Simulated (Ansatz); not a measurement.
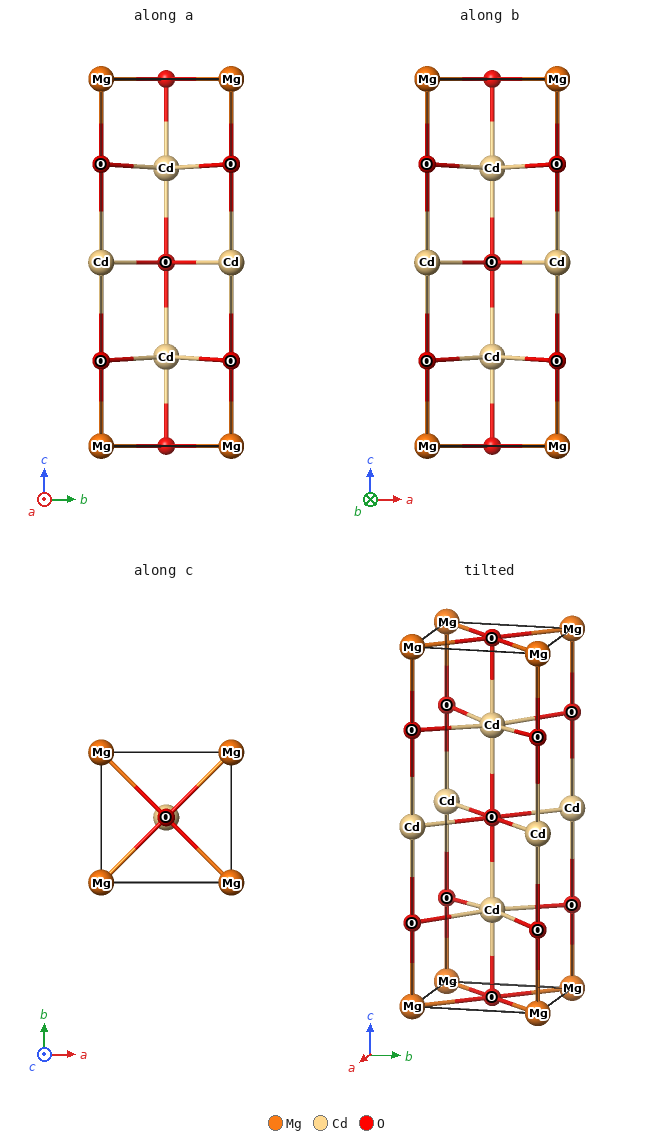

The crystal in a ball-and-stick representation, seen along the a axis, along the b axis, along the c axis and slightly off an axis. The wireframe shows the conventional unit cell.

Lattice parameters: a = 3.3077 Å, b = 3.3077 Å, c = 9.3305 Å, α = 90.000°, β = 90.000°, γ = 90.000°.

Question: Transcribe the picture into a CIF in P1 with every atom of the cell, with free fractional coordinates to two decimals.

Answer:
```cif
data_structure
_symmetry_space_group_name_H-M 'P 1'
_symmetry_Int_Tables_number 1
_cell_length_a 3.3077
_cell_length_b 3.3077
_cell_length_c 9.3305
_cell_angle_alpha 90.000
_cell_angle_beta 90.000
_cell_angle_gamma 90.000
_cell_volume 102.08
loop_
_atom_site_label
_atom_site_type_symbol
_atom_site_fract_x
_atom_site_fract_y
_atom_site_fract_z
_atom_site_occupancy
Mg1 Mg 0.00 0.00 0.00 1
Cd1 Cd 0.50 0.50 0.24 1
Cd2 Cd 0.00 0.00 0.50 1
Cd3 Cd 0.50 0.50 0.76 1
O1 O 0.00 0.00 0.23 1
O2 O 0.50 0.50 0.50 1
O3 O 0.00 0.00 0.77 1
O4 O 0.50 0.50 0.00 1
```

Its origin is a structure type filled with these elements by a generator (whether the compound takes this form wasn't checked). Earlier steps of the study, as a rule a relaxation of our own, may have changed the cell and positions, so they can lie some per cent off the listed ones. Ansatz was used for an electronic-structure calculation on it.
